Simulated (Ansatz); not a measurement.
# One shape, several levels: doublet NbHSClOF+

We compute a comparison of 6 runs (UHF/def2-SVP, U-revPBE/def2-SVP, UPBE/def2-SVP, USVWN5/def2-SVP, UCCSD/def2-SVP, UCCSD(T)/def2-SVP) of doublet NbHSClOF+. 

Program for the calculation: Ansatz 0.2.0.

### Step 1. Starting point

NbHSClOF+ has 6 atoms, charge +1, and is taken as a doublet. As SMILES of the parent species, `[OH][Nb]([F])(=[S])[Cl]`. Geometry: relaxed at PBE0-D4/def2-TZVP. This is one conformer, not always the lowest. That shape belongs to the parent species and isn't relaxed for this state.

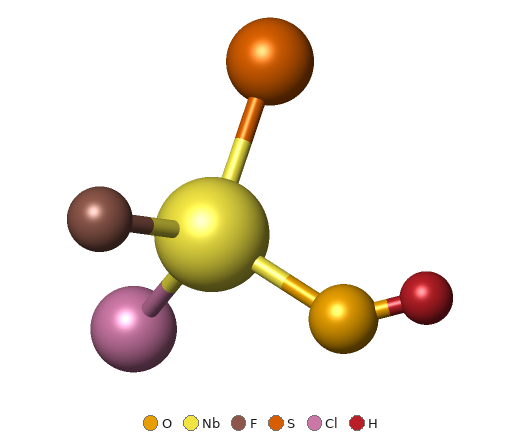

The structure, seen from a chosen angle (oxygen amber, niobium yellow, fluorine brown, sulfur orange, chlorine pink, hydrogen red).

### Step 2. The energy at UHF/def2-SVP (core potential) (run 1)

File input.yaml:

```yaml
crystal:
  periodic: [false, false, false]
  atoms:
    - {symbol: O, position_ang: [-0.787800, 0.640900, 1.068500]}
    - {symbol: Nb, position_ang: [0.369300, -0.099700, -0.189900]}
    - {symbol: F, position_ang: [1.926600, -0.666500, 0.641600]}
    - {symbol: S, position_ang: [-0.595200, -1.779800, -1.075000]}
    - {symbol: Cl, position_ang: [0.811000, 1.433700, -1.819100]}
    - {symbol: H, position_ang: [-1.681900, 0.407100, 1.327800]}
basis:
  gaussian: {orbitals: def2-SVP}
hamiltonian: {xc: hf}
total_charge: 1
output: {orbitals: {seedname: orbitals}}
accuracy: high
magnetization: {spin_polarized: true, initial_magnetization: 1}
```

Started as:

```sh
$ ansatz run input.yaml --threads 1 --pin off --max-ram 2610MiB --events-out events.jsonl --progress --plain --runs-dir runs
```

Standard output:

```text
Warning: RAYON_NUM_THREADS=1 ignored (pool sized by the plan → 1); use --threads N
Functional definition: HF
  name "HF"
  exchange = exact_x
  correlation = 0
2077 factors; integrals over basis functions are off by at most 3.7e-9 eV
mean field evaluation 1: about -29590.0405 eV, gradient 4.7e1 eV
mean field evaluation 2: about -29590.1924 eV, gradient 4.7e1 eV
mean field evaluation 4: about -29598.5198 eV, gradient 4.7e0 eV
mean field evaluation 8: about -29598.7065 eV, gradient 7.8e-1 eV
mean field evaluation 16: about -29598.7380 eV, gradient 2.5e-2 eV
mean field evaluation 32: about -29598.1581 eV, gradient 8.5e0 eV
mean field evaluation 64: about -29598.7017 eV, gradient 2.4e-1 eV
mean field evaluation 96: about -29598.7042 eV, gradient 8.8e-2 eV
mean field evaluation 128: about -29597.6042 eV, gradient 7.7e-1 eV
mean field evaluation 160: about -29596.3779 eV, gradient 1.2e0 eV
mean field evaluation 192: about -29597.7797 eV, gradient 4.1e0 eV
mean field evaluation 224: about -29597.4763 eV, gradient 6.8e-1 eV
mean field evaluation 256: about -29591.7861 eV, gradient 2.9e1 eV
mean field evaluation 288: about -29598.7247 eV, gradient 6.7e-2 eV
mean field evaluation 320: about -29598.6921 eV, gradient 5.6e-1 eV
mean field -29598.73800836 eV, -1087.7335590620 hartree, gradient 4.3e-8 eV, S^2 0.762528; 5 other end points of the search recorded, 0 dependent functions left out
reference -29598.73800836 eV, -1087.7335590620 hartree; 32, 31 occupied and 68, 69 virtual orbitals, 2077 factors
Total energy: -29598.73800836 eV, -1087.7335590620 hartree
```

Run time: 32 s. Hardware: 1 thread of Arm Neoverse V2, shared host; peak memory 0.59 GiB.

### Step 3. A single-point energy at U-revPBE/def2-SVP (core potential) (run 2)

File in.yaml:

```yaml
crystal:
  periodic: [false, false, false]
  atoms:
    - {symbol: O, position_ang: [-0.787800, 0.640900, 1.068500]}
    - {symbol: Nb, position_ang: [0.369300, -0.099700, -0.189900]}
    - {symbol: F, position_ang: [1.926600, -0.666500, 0.641600]}
    - {symbol: S, position_ang: [-0.595200, -1.779800, -1.075000]}
    - {symbol: Cl, position_ang: [0.811000, 1.433700, -1.819100]}
    - {symbol: H, position_ang: [-1.681900, 0.407100, 1.327800]}
basis:
  gaussian:
    orbitals: def2-SVP
hamiltonian:
  xc: {name: revPBE}
magnetization:
  spin_polarized: true
  initial_magnetization: 1
output: {orbitals: {seedname: orbitals}}
accuracy: high
total_charge: 1
```

Started as:

```sh
$ ansatz run in.yaml --threads 1 --pin off --max-ram 2610MiB --events-out events.jsonl --progress --plain --runs-dir runs
```

Standard output:

```text
Warning: RAYON_NUM_THREADS=1 ignored (pool sized by the plan → 1); use --threads N
Functional definition: revPBE
  name "revPBE"
  parameter kappa = 1.245
  parameter beta = 0.06672455060314922
  exchange = pbe_x(kappa = kappa, mu = beta*pi^2/3)
  correlation = pbe_c(beta = beta)
2077 factors; integrals over basis functions are off by at most 3.7e-9 eV
mean field evaluation 1: about -29650.1564 eV, gradient 7.1e1 eV
mean field evaluation 2: about -29337.5948 eV, gradient 2.4e2 eV
mean field evaluation 4: about -29633.1607 eV, gradient 9.2e1 eV
mean field evaluation 8: about -29669.7698 eV, gradient 7.4e0 eV
mean field evaluation 16: about -29670.1703 eV, gradient 1.4e-2 eV
mean field evaluation 32: about -29670.1703 eV, gradient 2.1e-7 eV
mean field evaluation 64: about -29670.1173 eV, gradient 3.3e-1 eV
mean field -29670.17031793 eV, -1090.3586480202 hartree, gradient 2.4e-8 eV, S^2 0.755668; 8 other end points of the search recorded, 0 dependent functions left out
reference -29670.17032564 eV, -1090.3586483035 hartree; 32, 31 occupied and 68, 69 virtual orbitals, 2077 factors
Total energy: -29670.17032564 eV, -1090.3586483035 hartree
```

Wall time 38 s (1 thread of Arm Neoverse V2, shared host); peak memory 0.4 GiB.

Runs 3 to 5 aren't shown in full; the table further down has their settings and results.

### Step 4. A single-point energy at UCCSD(T)/def2-SVP (core potential) (run 6)

Changes to in.yaml since step 3:

```diff
@@ -12,4 +12,3 @@
     orbitals: def2-SVP
-hamiltonian:
-  xc: {name: revPBE}
+total_charge: 1
 magnetization:
@@ -17,4 +16,7 @@
   initial_magnetization: 1
-output: {orbitals: {seedname: orbitals}}
+correlation:
+  method: ccsd_t
+  frozen_orbitals: {Cl: 5, F: 1, H: 0, Nb: 0, O: 1, S: 5}
 accuracy: high
-total_charge: 1
+scf:
+  omitted_lower_state_checks: [cluster_reference, increment]
```

Started as:

```sh
$ ansatz run in.yaml --threads 1 --pin off --max-ram 2610MiB --events-out events.jsonl --progress --plain --runs-dir runs
```

Standard output:

```text
Warning: RAYON_NUM_THREADS=1 ignored (pool sized by the plan → 1); use --threads N
[... 16 lines left out ...]
12 core orbitals not correlated: weight in the atoms' cores, before any rotation towards them, 1.000 or more for the frozen orbitals, at most 0.000 for the correlated occupied ones
[... 53 lines left out ...]
Total energy: -29625.65535041 eV, -1088.7227531371 hartree
Checks for a lower state left out: cluster_reference, increment
```

It took 8.7 min on 1 thread of Arm Neoverse V2, shared host; peak memory 1.6 GiB.

### Step 5. All runs side by side

```tsv
run	level	frozen core orbitals	energy (Eh)	HOMO energy (eV)	LUMO energy (eV)	⟨S²⟩	wall time
1	UHF/def2-SVP (core potential)	–	-1087.733559	-17.68	-8.48	0.763	32 s
2	U-revPBE/def2-SVP (core potential)	–	-1090.358648	-13.32	-12.96	0.756	38 s
3	UPBE/def2-SVP (core potential)	–	-1090.021015	-13.35	-13.04	0.755	36 s
4	USVWN5/def2-SVP (core potential)	–	-1086.411261	-13.45	-13.36	0.753	19 s
5	UCCSD/def2-SVP (core potential)	12	-1088.679417	–	–	0.763	6.9 min
6	UCCSD(T)/def2-SVP (core potential)	12	-1088.722753	–	–	0.763	8.7 min
```

### Step 6. Outcome

| quantity | value |
| --- | --- |
| run 6: total energy | -1088.72275 Eh |
| run 6: correlation energy (12 core orbitals frozen) | -989.2 mEh |
| run 6: (T) correction | -43.34 mEh |
| run 6: ⟨S²⟩ of the reference determinant | 0.763 |
| run 6: T1 diagnostic | 0.033 |

**Reading.** Below the UHF energy at the same shape and in the same basis (def2-SVP): UCCSD -945.9 mEh; UCCSD(T) -989.2 mEh. Totals of different functionals can't be ranked against each other. All runs together took 18 min, the longest 8.7 min.
